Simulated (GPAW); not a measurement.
# Optical response of Re

Aim: the dielectric function of Re, and the optical constants that follow from it.

Method: DFT, PBE, plane-wave PAW (GPAW data sets), scalar-relativistic, RPA, optical limit, in GPAW 26.7.0.

**1. Starting point**

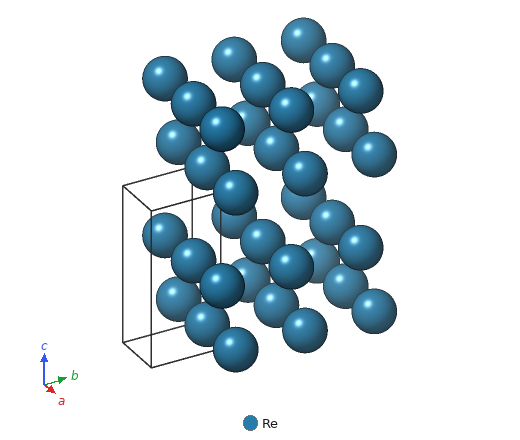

The starting structure, seen slightly off an axis (rhenium blue). 3×3×2 cells are drawn.

Coordinates:

```cif
data_structure
_symmetry_space_group_name_H-M 'P6_3/mmc'
_symmetry_Int_Tables_number 194
_cell_length_a 2.7608
_cell_length_b 2.7608
_cell_length_c 4.4582
_cell_angle_alpha 90.000
_cell_angle_beta 90.000
_cell_angle_gamma 120.000
_cell_volume 29.43
loop_
_atom_site_label
_atom_site_type_symbol
_atom_site_symmetry_multiplicity
_atom_site_Wyckoff_symbol
_atom_site_fract_x
_atom_site_fract_y
_atom_site_fract_z
_atom_site_occupancy
Re1 Re 2 c 0.66667 0.33333 0.75000 1
```

**2. Ground state**

First the ground state: is it a metal or has it a gap?

This step: DFT, PBE, plane-wave PAW (GPAW data sets), scalar-relativistic, ground state (GPAW 26.7.0).

Contents of gs.py:

```python
from ase import Atoms
from ase.dft.bandgap import bandgap
from gpaw import GPAW, PW, FermiDirac

atoms = Atoms(['Re', 'Re'],
              cell=[[2.760800000000, 0.000000000000, 0.000000000000],
                    [-1.380400000000, 2.390922934800, 0.000000000000],
                    [0.000000000000, 0.000000000000, 4.458200000000]],
              scaled_positions=[[0.666666666700, 0.333333333300, 0.750000000000],
                                [0.333333333300, 0.666666666700, 0.250000000000]],
              pbc=[True, True, True])
atoms.calc = GPAW(mode=PW(500), xc='PBE', kpts={'size': (9, 9, 5), 'gamma': True},
                  occupations=FermiDirac(0.05), maxiter=150, txt='gs.txt')
print('energy (eV)', atoms.get_potential_energy())
print('Fermi level (eV)', atoms.calc.get_fermi_level())
print('valence electrons', atoms.calc.get_number_of_electrons())
print('gap (eV)', bandgap(atoms.calc, output=None)[0])
print('direct gap (eV)', bandgap(atoms.calc, direct=True, output=None)[0])
atoms.calc.write('gs.gpw')
```

On the command line:

```
$ OMP_NUM_THREADS=1 python gs.py
```

Numbers of over 12 decimals in the logs are rounded to 6 here.

The program printed:

```text
__  _  _
 | _ |_)|_||  |
 |__||  | ||/\| - 26.7.0

Versions:
  Python: 3.12.14
  ASE:    3.29.0
  Numpy:  2.5.5
  Scipy:  1.18.1
  Libxc:  7.0.0

Input parameters:
  mode=PW(ecut=500.0),
  kpts=MonkhorstPack(size=(9, 9, 5), gamma=True),
  maxiter=150,
  occupations=Occupations(name='fermi-dirac', width=0.05, fixmagmom=False),
  xc=XC(name='PBE')

Diagonalizing LCAO Hamiltonian
Converting LCAO to pw mode

          Re

        Re

Atoms  # Å, Bohr magnetons
|   | symbol |         x |        y |        z |    initial magnetic moments |
| 0 |     Re |  1.380400 | 0.796974 | 3.343650 | ( 0.0000,  0.0000,  0.0000) |
| 1 |     Re | -0.000000 | 1.593949 | 1.114550 | ( 0.0000,  0.0000,  0.0000) |

Unit cell  # Å
| periodic |         x |        y |        z |  lengths |     angles |
|      yes |  2.760800 | 0.000000 | 0.000000 | 2.760800 |  90.000000 |
|      yes | -1.380400 | 2.390923 | 0.000000 | 2.760800 |  90.000000 |
|      yes |  0.000000 | 0.000000 | 4.458200 | 4.458200 | 120.000000 |

Number of symmetries: 12
Symmetry operations  # r_c * U_cc + t_c -> r_c
|    | kind |            matrix            |
|  0 |  σ   |  1, 1, 0,  0,-1, 0,  0, 0, 1 |
|  1 |  S6  |  1, 1, 0, -1, 0, 0,  0, 0,-1 |
|  2 |  E   |  1, 0, 0,  0, 1, 0,  0, 0, 1 |
|  3 |  C2  |  1, 0, 0, -1,-1, 0,  0, 0,-1 |
|  4 |  C2  |  0, 1, 0,  1, 0, 0,  0, 0,-1 |
|  5 |  C3  |  0, 1, 0, -1,-1, 0,  0, 0, 1 |
|  6 |  S6  |  0,-1, 0,  1, 1, 0,  0, 0,-1 |
|  7 |  σ   |  0,-1, 0, -1, 0, 0,  0, 0, 1 |
|  8 |  σ   | -1, 0, 0,  1, 1, 0,  0, 0, 1 |
|  9 |  i   | -1, 0, 0,  0,-1, 0,  0, 0,-1 |
| 10 |  C3  | -1,-1, 0,  1, 0, 0,  0, 0, 1 |
| 11 |  C2  | -1,-1, 0,  0, 1, 0,  0, 0,-1 |

BZ-sampling:
  Number of BZ points: 405
  Number of IBZ points: 50

  Monkhorst-Pack size: [9, 9, 5]
  Monkhorst-Pack shift: [0, 0, 0]

K-points  # in reciprocal-cell coordinates
|     |                                coordinates |     weight |
|   0 | (  0.00000000,   0.00000000,   0.00000000) | 0.00246914 |
|   1 | (  0.00000000,   0.00000000,   0.20000000) | 0.00493827 |
|   2 | (  0.00000000,   0.00000000,   0.40000000) | 0.00493827 |
|   3 | (  0.11111111,   0.00000000,  -0.40000000) | 0.01481481 |
|   4 | (  0.11111111,   0.00000000,  -0.20000000) | 0.01481481 |
|   5 | (  0.11111111,   0.00000000,   0.00000000) | 0.01481481 |
|   6 | (  0.11111111,   0.00000000,   0.20000000) | 0.01481481 |
|   7 | (  0.11111111,   0.00000000,   0.40000000) | 0.01481481 |
|   8 | (  0.22222222,  -0.11111111,   0.00000000) | 0.01481481 |
|   9 | (  0.22222222,  -0.11111111,   0.20000000) | 0.02962963 |
| ... |                                            |            |
|  49 | (  0.44444444,   0.44444444,   0.40000000) | 0.02962963 |

Plane wave coefficients: 768
Cutoff: 500.0 eV

Spin-components: 1 (collinear spins)
Bands:           20
Projectors:      12
Spin-degeneracy: 2
Datatype:        complex128

Parallelization:
  kpt:    1
  domain: 1
  band:   1

Density:
  Valence electrons: 26.0
  Components: 1
  Grid points: [15 15 24]
  Charge: 0.0  # |e|

Potential:
  Grid points: [15 15 24]

species:
  Re:
    name:    Rhenium
    id:
    Z:       75.0
    valence: 13
    core:    62
    charge:  0.0  # [|e|]
    compensation charges:
      type: gauss
      rc: 0.42  # [Å]
      lmax: 2
    cutoffs:
      filter: 2.40  # [Å]
      core: 2.76  # [Å]
    projectors
    | kind |    occ | energy [eV] | rcut [Å] |
    |   6s |  2.000 |      -5.924 |    1.376 |
    |   5p |  6.000 |     -47.045 |    1.376 |
    |   6p |  0.000 |      -1.325 |    1.376 |
    |   5d |  5.000 |      -5.383 |    1.307 |
    |    s |        |      21.287 |    1.376 |
    |    d |        |      21.828 |    1.307 |

    Using partial waves for Re as LCAO basis

Reference energy: -907375.111031  # eV

eigensolver:
  PPCG
  Converge bands: occupied
  niter=2

density mixing:
  MSR1-Mixer
  Pratt-step length: 0.05
  Maximum mixing coefficient: 0.75
  Old densities: 10
  SVD Regularization: 0.005
  Good broyden scale: 1.0
  Trust region scale: 1.0
  Backstep threshold: 4.0
  History deletion threshold: 6.0
  Fourier metric: weight=20.0, sigma=0.015

occupation numbers:
  Fermi-Dirac:
    width: 0.0500  # eV

poisson solver:
  ecut: 4000.0  # eV

xc functional:
  name: PBE with 2 nearest neighbor stencil

convergence criteria:
- Maximum [total energy] change in last 3 cyles: 0.0005 eV / valence electron
- Maximum integral of absolute [dens]ity change: 0.0001 electrons / valence electron
- Maximum integral of absolute [eigenst]ate change: 4e-08 eV^2 / valence electron
maximum number of iterations: 150

SCF iterations
|iter     |      energy | eigst |  dens |
|iter:   1||  -23.716313 | +0.34 |       |
|iter:   2||  -23.643649 | -2.05 | -1.21 |
|iter:   3||  -23.280942 | -1.41 | -1.25 |
|iter:   4||  -23.292235 | -2.75 | -2.00 |
|iter:   5||  -23.299519 | -2.90 | -2.33 |
|iter:   6||  -23.299605c| -4.24 | -3.55 |
|iter:   7||  -23.299613c| -5.05 | -3.88 |
|iter:   8||  -23.299615c| -5.84 | -4.42c|
|iter:   9||  -23.299616c| -6.90 | -4.62c|
|iter:  10||  -23.299616c| -7.68c| -5.53c|

Converged in 10 steps
SCF loop duration: 12.825 s (1.282 s/step)
Energy contributions relative to reference atoms: (reference = -907375.111031)

Energy contributions:
  Kinetic:           9.138880
  Coulomb:         -12.166788
  Zero:              0.125221
  External:          0.000000
  Xc:              -20.387230
  Entropy:          -0.019398
  Spinorbit:         0.000000
  ----------------------------
  Free energy:     -23.309315
  Extrapolated:    -23.299616

dipole moment: (-0.000000, -0.000000, -0.000001)  # |e|*Ang

Fermi level: 14.302
Eigenvalues  # (at kpt = [0.000, 0.000, 0.000])
| band index |      eig [eV] | occ [0-2] |
|          0 |       -28.027 |     2.000 |
|        ... |               |           |
|          5 |       -26.788 |     2.000 |
|          6 |         4.539 |     2.000 |
|          7 |         7.775 |     2.000 |
|          8 |        12.786 |     2.000 |
|          9 |        12.786 |     2.000 |
|         10 |        12.788 |     2.000 |
|         11 |        13.621 |     2.000 |
|         12 |        13.621 |     2.000 |
|         13 |        14.545 |     0.015 |
|         14 |        14.545 |     0.015 |
|         15 |        14.958 |     0.000 |
|         16 |        17.712 |     0.000 |
|         17 |        17.712 |     0.000 |
|         18 |        24.355 |     0.000 |
|         19 |        31.725 |     0.000 |

No gap
No difference between direct/indirect transitions

--- standard output ---
energy (eV) -23.299616
Fermi level (eV) 14.302421
valence electrons 26.0
gap (eV) 0.0
direct gap (eV) 0.0
```

Elapsed: 15 s, on 1 thread of Arm Neoverse V1, shared host; peak memory 0.14 GiB.

Numbers from this step:

```
energy       : -23.30 eV
Fermi energy : 14.30 eV
electrons    : 26
```

There are states at the Fermi level within the smearing, so the occupations stay smeared and the carriers get a Drude term.

**3. Bands for the response**

The response needs many more empty bands than the density does.

This step: DFT, PBE, plane-wave PAW (GPAW data sets), scalar-relativistic, bands at fixed density (GPAW 26.7.0).

Contents of nscf.py:

```python
from ase.dft.bandgap import bandgap
from gpaw import GPAW, FermiDirac

calc = GPAW('gs.gpw').fixed_density(kpts={'size': (18, 18, 10), 'gamma': True}, nbands=43, convergence={'bands': 37},
                                    occupations=FermiDirac(0.05), txt='nscf.txt')
print('gap (eV)', bandgap(calc, output=None)[0])
print('direct gap (eV)', bandgap(calc, direct=True, output=None)[0])
print('top band over the Fermi level (eV)', min(calc.get_eigenvalues(kpt=k)[36] for k in range(len(calc.get_ibz_k_points()))) - calc.get_fermi_level())
calc.write('full.gpw', mode='all')
```

On the command line:

```
$ OMP_NUM_THREADS=1 python nscf.py
```

The program printed:

```text
Diagonalizing LCAO Hamiltonian
Converting LCAO to pw mode
convergence criteria:
- Maximum integral of absolute [eigenst]ate change: 4e-08 eV^2 / valence electron
maximum number of iterations: 150

SCF iterations
|iter     |      energy | eigst |  dens |
|iter:   1||             | +3.26 |       |
|iter:   2||             | +1.77 |       |
|iter:   3||             | +0.74 |       |
|iter:   4||             | -0.39 |       |
|iter:   5||             | -0.85 |       |
|iter:   6||             | -0.93 |       |
|iter:   7||             | -0.91 |       |
|iter:   8||             | -1.07 |       |
|iter:   9||             | -1.16 |       |
|iter:  10||             | -1.56 |       |
|iter:  11||             | -1.90 |       |
|iter:  12||             | -2.46 |       |
|iter:  13||             | -3.20 |       |
|iter:  14||             | -4.13 |       |
|iter:  15||             | -5.15 |       |
|iter:  16||             | -6.03 |       |
|iter:  17||             | -6.79 |       |
|iter:  18||             | -7.43c|       |
SCF steps: 18
  __  _  _
 | _ |_)|_||  |
 |__||  | ||/\| - 26.7.0

Versions:
  Python: 3.12.14
  ASE:    3.29.0
  Numpy:  2.5.5
  Scipy:  1.18.1
  Libxc:  7.0.0

Input parameters:
  mode=PW(ecut=500.0),
  convergence={'bands': 37},
  gpts=array([15, 15, 24]),
  kpts=MonkhorstPack(size=(18, 18, 10), gamma=True),
  maxiter=150,
  nbands=43,
  occupations=Occupations(name='fermi-dirac', width=0.05, fixmagmom=False),
  parallel={},
  xc=XC(name='PBE')

--- standard output ---
gap (eV) 0.0
direct gap (eV) 0.0
top band over the Fermi level (eV) 37.617074
```

Wall time 5 min (1 thread); peak memory 0.35 GiB.

**4. Dielectric function, RPA**

Transitions between filled and empty bands, summed over the zone, give the optical response, so mesh, band count and broadening shape it.

The induced potential is part of this response.

This step: DFT, PBE, plane-wave PAW (GPAW data sets), scalar-relativistic, RPA, optical limit (GPAW 26.7.0).

Contents of df.py:

```python
from gpaw.response.df import DielectricFunction

df = DielectricFunction('full.gpw', frequencies={'type': 'nonlinear', 'domega0': 0.03, 'omega2': 8},
                        ecut=50,
                        eta=0.15,
                        nbands=37,
                        rate=0.05,
                        txt='df.txt')
for direction in ['x', 'z']:
    df.get_dielectric_function(xc='RPA', direction=direction, filename=f'df_{direction}.csv')
```

On the command line:

```
$ OMP_NUM_THREADS=1 python df.py
```

The program printed:

```text
Using integrator: PointIntegrator
NonLinearFrequencyDescriptor(from 0.000 to 83.625 eV, 524 points)
Nonperiodic BCs:  [False False False]
Using integrator: PointIntegrator
NonLinearFrequencyDescriptor(from 0.000 to 83.625 eV, 524 points)
Nonperiodic BCs:  [False False False]
Using integrator: PointIntegrator

Calculating chi0 body with:
    Ground state adapter containing:
    Number of spins: 1
    Number of kpoints: 3240
    Number of irreducible kpoints: 330
    Number of completely occupied states: 10
    Number of partially occupied states: 16

    Linear response parametrization:
    q_c: [0.0, 0.0, 0.0]
    Number of frequency points: 524
    Planewave cutoff: 50.0
    Number of bands: 37
    Number of planewaves: 23
    Broadening (eta): 0.15

Integrating chi0 body.

Symmetries of q_c:
    Direct symmetries (Uq -> q): 12
    Indirect symmetries (TUq -> q): 0
In total 12 allowed symmetries.

330 groups of equivalent kpoints. 89.814815% reduction.

Integral kind: spectral function

Calculating chi0 optical extensions with:
    Ground state adapter containing:
    Number of spins: 1
    Number of kpoints: 3240
    Number of irreducible kpoints: 330
    Number of completely occupied states: 10
    Number of partially occupied states: 16

    Linear response parametrization:
    Number of frequency points: 524
    Planewave cutoff: 50.0
    Number of bands: 37
    Number of planewaves: 23
    Broadening (eta): 0.15
Integrating chi0 head and wings.

Symmetries of q_c:
    Direct symmetries (Uq -> q): 12
    Indirect symmetries (TUq -> q): 0
In total 12 allowed symmetries.

330 groups of equivalent kpoints. 89.814815% reduction.

Integral kind: spectral function wings

Calculating drude chi0 with:
    Number of frequency points:524
    Plasma frequency decay rate: 0.05 eV

    Ground state adapter containing:
    Number of spins: 1
    Number of kpoints: 3240
    Number of irreducible kpoints: 330
    Number of completely occupied states: 10
    Number of partially occupied states: 16

Symmetries of q_c:
    Direct symmetries (Uq -> q): 12
    Indirect symmetries (TUq -> q): 0
In total 12 allowed symmetries.

330 groups of equivalent kpoints. 89.814815% reduction.

Integral kind: intraband
Plasma frequency:
[[7.35-0.j 0.  +0.j 0.  +0.j]
 [0.  +0.j 7.35-0.j 0.  +0.j]
 [0.  +0.j 0.  +0.j 8.55-0.j]]
```

Run time: 43 s. Hardware: 1 thread; peak memory 0.22 GiB.

Some rows of df_x.csv (energy; Re and Im without local fields; Re and Im with them):

```text
0.000000, 21739.523863, -0.000000, 21739.417681, -0.000000
0.460735, -220.317029, 112.246445, -220.404477, 112.208245
0.943989, -44.464321, 34.917755, -44.497476, 34.880999
1.451455, -9.184794, 20.382058, -9.263455, 20.378280
1.984998, 2.392425, 19.010326, 2.271007, 18.997564
2.546682, 3.855892, 23.761912, 3.993611, 23.506912
3.138794, 1.291058, 20.952345, 1.530757, 21.092775
3.763875, 3.606636, 17.198177, 3.220120, 17.439944
4.424758, -3.355063, 23.081161, -3.642492, 22.725577
5.124608, -8.290059, 13.622544, -8.276796, 13.577510
5.866977, -6.702162, 9.357722, -6.620136, 9.314802
6.655862, -5.975283, 6.923552, -6.081529, 7.069110
7.495775, -4.501632, 3.953118, -4.571905, 3.977278
8.391833, -2.632711, 3.138481, -2.708853, 3.170650
9.349861, -1.086839, 3.031116, -1.161346, 3.045952
10.376517, -0.229988, 4.117445, -0.259133, 4.171862
11.479449, -1.147230, 3.157081, -1.263473, 3.221113
12.667487, -0.829008, 2.395850, -1.033519, 2.436596
13.950874, -0.433612, 2.002987, -0.647543, 2.030862
```

The Im ε has structure finer than the step of the table below, so its rows give means over 1 eV, whole bins alone (the curve runs from 0.305 to 14.0 eV). Peaks (eV: height): E ∥ x 2.6: 23.5, 4.3: 23.0; E ∥ z 3.0: 17.8, 5.3: 16.9.

Sum at mesh points, not converged in k. Table of Im ε by photon energy; means over each step:

| photon energy (eV) | E ∥ x | E ∥ z |
| --- | --- | --- |
| 1 | 37.5 | 36.9 |
| 2 | 20.3 | 19.1 |
| 3 | 21.2 | 16.0 |
| 4 | 20.6 | 15.2 |
| 5 | 15.7 | 16.1 |
| 6 | 9.13 | 9.73 |
| 7 | 5.81 | 5.72 |
| 8 | 3.55 | 3.75 |
| 9 | 2.99 | 3.95 |
| 10 | 3.33 | 4.05 |
| 11 | 3.83 | 3.56 |
| 12 | 3.01 | 3.13 |
| 13 | 2.46 | 2.64 |

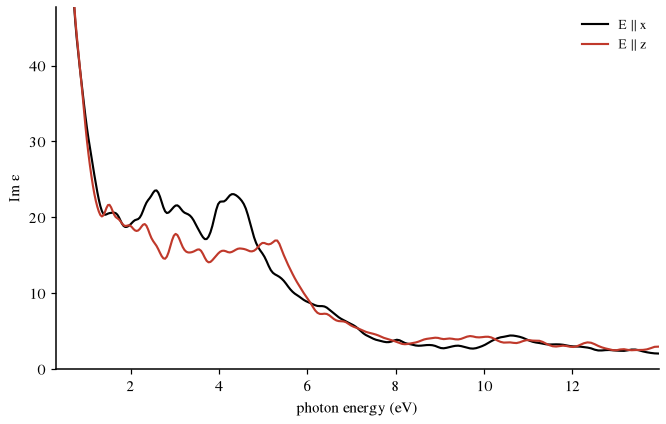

Im ε, plotted against photon energy. Below 1 eV the curve runs off the scale.

Values under 1 per cm are given as 1; sum at mesh points, not converged in k. The absorption coefficient by photon energy:

| photon energy (eV) | E ∥ x (1/cm) | E ∥ z (1/cm) |
| --- | --- | --- |
| 1.01 | 6.8e5 | 8.0e5 |
| 1.99 | 5.8e5 | 7.3e5 |
| 3.02 | 9.4e5 | 9.1e5 |
| 3.98 | 1.2e6 | 1.1e6 |
| 4.98 | 1.8e6 | 1.5e6 |
| 6.02 | 1.8e6 | 1.9e6 |
| 6.99 | 1.9e6 | 1.8e6 |
| 8.03 | 1.6e6 | 1.6e6 |
| 9.02 | 1.5e6 | 1.5e6 |
| 10.03 | 1.3e6 | 1.7e6 |
| 11.03 | 1.9e6 | 1.8e6 |
| 12.02 | 1.8e6 | 1.7e6 |
| 13.00 | 1.7e6 | 1.7e6 |

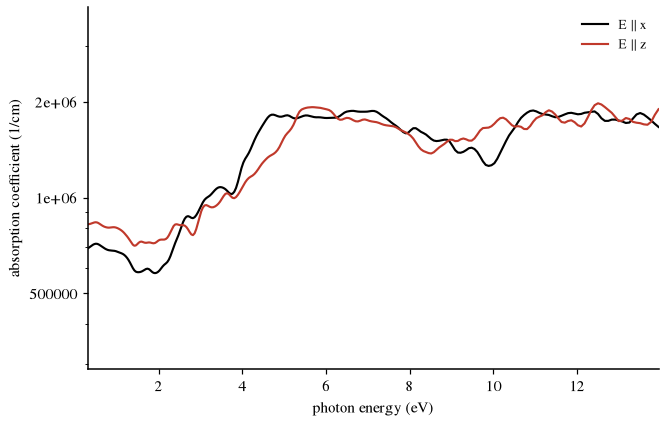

Absorption coefficient, plotted against photon energy.

(Part 1 of 2 ends here.)

[Machine, clock and banner lines and Python warnings are left out of the logs.]

[Logs are printed without paths, hosts, clocks, repeated set-up lines and the standing remarks that a program may print on its own settings, such as how far it seeks lower states.]

[Hosts, paths, dates, database ids (printed as entryN), source tags and the programs' standing remarks are cut or masked in the printed files.]
